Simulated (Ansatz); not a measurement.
# PO (Phosphorus monoxide) at U-revPBE/cc-pVTZ

What is the vertical doublet–quartet gap of PO (Phosphorus monoxide) at U-revPBE/cc-pVTZ? 

The results are computed with Ansatz 0.2.0.

35 further runs of the same task are left out: 35 set aside as unsound or not needed.

## (1) The system as given

PO: 2 atoms, total charge 0, spin state doublet. As SMILES, `O=[P]`. Geometry: relaxed at PBE0-D4/def2-TZVP.

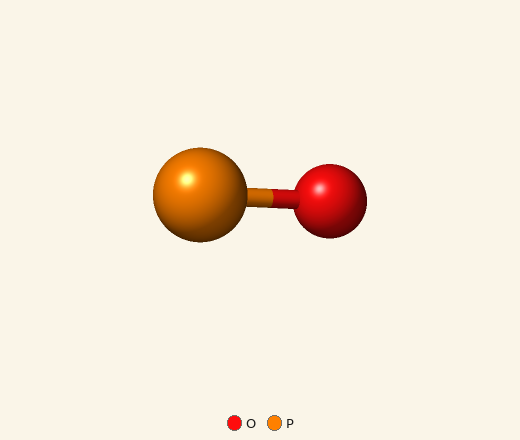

The structure, seen from a chosen angle (oxygen red, phosphorus orange).

## (2) The energy at U-revPBE/cc-pVTZ

Contents of run.yaml:

```yaml
basis:
  gaussian:
    orbitals: cc-pVTZ
crystal:
  periodic: [false, false, false]
  atoms:
    - {symbol: O, position_ang: [0.000000, -0.000000, -0.009450]}
    - {symbol: P, position_ang: [-0.000000, 0.000000, 1.464540]}
magnetization:
  spin_polarized: true
  initial_magnetization: 1
hamiltonian:
  xc: {name: revPBE}
accuracy: high
output: {orbitals: {seedname: orbitals}}
```

Started as:

```bash
$ ansatz run run.yaml --threads 1 --pin off --max-ram 3480MiB --events-out events.jsonl --progress --plain --runs-dir runs
```

Log:

```text
Warning: RAYON_NUM_THREADS=1 ignored (pool sized by the plan → 1); use --threads N
Functional definition: revPBE
  name "revPBE"
  parameter kappa = 1.245
  parameter beta = 0.06672455060314922
  exchange = pbe_x(kappa = kappa, mu = beta*pi^2/3)
  correlation = pbe_c(beta = beta)
886 factors; integrals over basis functions are off by at most 4.0e-9 eV
mean field evaluation 1: about -11326.0706 eV, gradient 4.6e1 eV
mean field evaluation 2: about -11232.1012 eV, gradient 1.3e2 eV
mean field evaluation 4: about -11332.9440 eV, gradient 1.1e1 eV
mean field evaluation 8: about -11333.4763 eV, gradient 3.0e-1 eV
mean field evaluation 16: about -11333.4767 eV, gradient 2.9e-5 eV
mean field evaluation 32: about -11333.4767 eV, gradient 1.6e-8 eV
mean field -11333.47665362 eV, -416.4975849141 hartree, gradient 3.5e-8 eV, S^2 0.753535; 1 other end points of the search recorded, 0 dependent functions left out
reference -11333.47665613 eV, -416.4975850063 hartree; 12, 11 occupied and 52, 53 virtual orbitals, 886 factors
Total energy: -11333.47665613 eV, -416.4975850063 hartree
```

Wall time 2.9 s (1 thread of Arm Neoverse V2, shared host); peak memory 0.13 GiB.

## (3) The quartet, same level

Contents of run.yaml:

```yaml
crystal:
  periodic: [false, false, false]
  atoms:
    - {symbol: O, position_ang: [0.000000, -0.000000, -0.009450]}
    - {symbol: P, position_ang: [-0.000000, 0.000000, 1.464540]}
basis:
  gaussian: {orbitals: cc-pVTZ}
output: {orbitals: {seedname: orbitals}}
magnetization: {spin_polarized: true, initial_magnetization: 3}
accuracy: high
hamiltonian: {xc: {name: revPBE}}
```

Started as:

```bash
$ ansatz run run.yaml --threads 1 --pin off --max-ram 3480MiB --events-out events.jsonl --progress --plain --runs-dir runs
```

Log:

```text
Warning: RAYON_NUM_THREADS=1 ignored (pool sized by the plan → 1); use --threads N
Functional definition: revPBE
  name "revPBE"
  parameter kappa = 1.245
  parameter beta = 0.06672455060314922
  exchange = pbe_x(kappa = kappa, mu = beta*pi^2/3)
  correlation = pbe_c(beta = beta)
886 factors; integrals over basis functions are off by at most 4.0e-9 eV
mean field evaluation 1: about -11323.8801 eV, gradient 4.0e1 eV
mean field evaluation 2: about -11254.5966 eV, gradient 1.2e2 eV
mean field evaluation 4: about -11328.9084 eV, gradient 9.8e0 eV
mean field evaluation 8: about -11329.3598 eV, gradient 4.2e-1 eV
mean field evaluation 16: about -11329.3605 eV, gradient 2.6e-5 eV
mean field evaluation 32: about -11327.7122 eV, gradient 1.4e1 eV
mean field -11329.36046856 eV, -416.3463179033 hartree, gradient 3.7e-8 eV, S^2 3.755624; 4 other end points of the search recorded, 0 dependent functions left out
reference -11329.36047119 eV, -416.3463179999 hartree; 13, 10 occupied and 51, 54 virtual orbitals, 886 factors
Total energy: -11329.36047119 eV, -416.3463179999 hartree
```

Wall time 3.3 s (1 thread of Arm Neoverse V2, shared host); peak memory 0.13 GiB.

## (4) Outcome

Level: U-revPBE/cc-pVTZ.

```
                                        quantity          value
                           doublet: total energy  -416.49759 Eh
     doublet: HOMO energy (highest over α and β)       -4.37 eV
      doublet: LUMO energy (lowest over α and β)       -4.16 eV
                                   doublet: ⟨S²⟩          0.754
                           quartet: total energy  -416.34632 Eh
     quartet: HOMO energy (highest over α and β)       -4.97 eV
                                   quartet: ⟨S²⟩          3.756
vertical energy of the quartet above the doublet       4.116 eV
```

At this shape the quartet lies 4.12 eV (397 kJ/mol) above the doublet.
